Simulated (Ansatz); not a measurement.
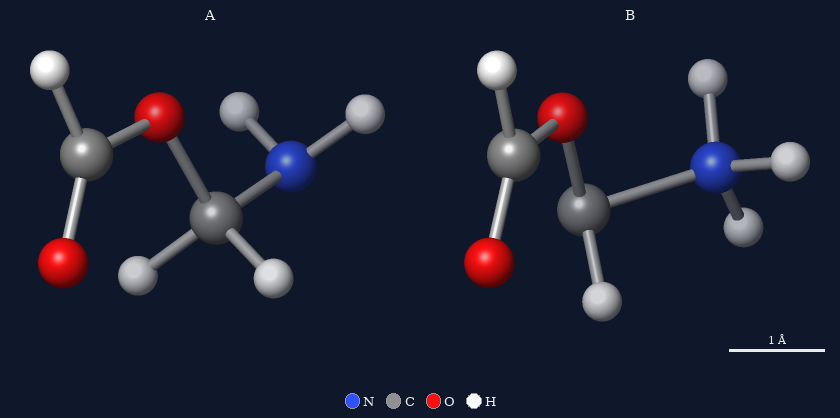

The two relaxed end points of a path for C2H5NO2. Style: ball-and-stick. Shown from a free direction.

Computed with RKS B3LYP/def2-SVP (Ansatz).

Set-up: 7 movable images; climbing image; force threshold 0.05 eV/Å; iteration limit 60.

Start:
```xyz
10

N    -1.5535    0.8870    0.1825
C    -0.6148   -0.1655    0.1567
O     0.7264    0.3206   -0.2033
C     1.6995   -0.5887   -0.2590
O     1.5768   -1.7656   -0.0417
H    -1.3206    1.5980    0.8736
H    -1.6553    1.3384   -0.7248
H    -0.8962   -0.9306   -0.5823
H    -0.5351   -0.6506    1.1411
H     2.6558   -0.0939   -0.5397
```

End:
```xyz
10

N    -1.3291    0.6783    0.2903
C    -0.3243   -0.4104    0.6899
O     0.9000    0.2020    0.2058
C     1.7900   -0.5368   -0.4532
O     1.6692   -1.6949   -0.7662
H    -1.1269    1.5175    0.8423
H    -1.3748    0.9933   -0.7096
H    -0.5511   -1.2401   -0.0032
H    -2.2602    0.3572    0.5711
H     2.6904    0.0827   -0.6640
```

Question: Predict the minimum-energy path and its barrier.

Answer: The highest point, image 5, lies 365.5 kJ/mol above the start and 83.0 kJ/mol above the end; the end is at +282.5 kJ/mol relative to the start. A hydrogen atom shifts from one atom to another. Breaking: C2–H9 (1.10 → 1.44 at the top → 2.09 Å). Forming: N1–H9 (2.08 → 1.15 at the top → 1.02 Å). The band converged in 15 iterations, with a climbing image at the top.

Energies of the converged images:

```tsv
image	path (Å)	E (kJ/mol)
0	0.00	0.0
1	0.48	0.5
2	0.96	1.3
3	1.44	41.4
4	1.92	217.5
5	2.40	365.5
6	2.86	308.7
7	3.31	284.5
8	3.77	282.5
```

The geometry at the top of the path:

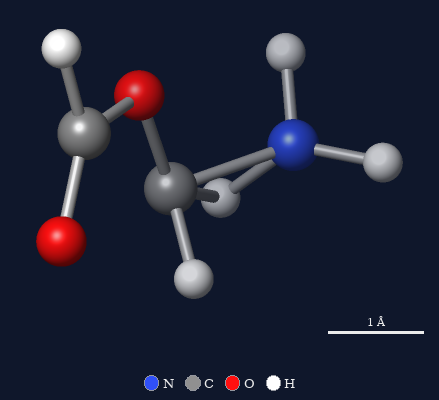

The run took 3.6 min on 2 threads of Arm Neoverse V1 (shared host), peak memory 0.19 GiB.
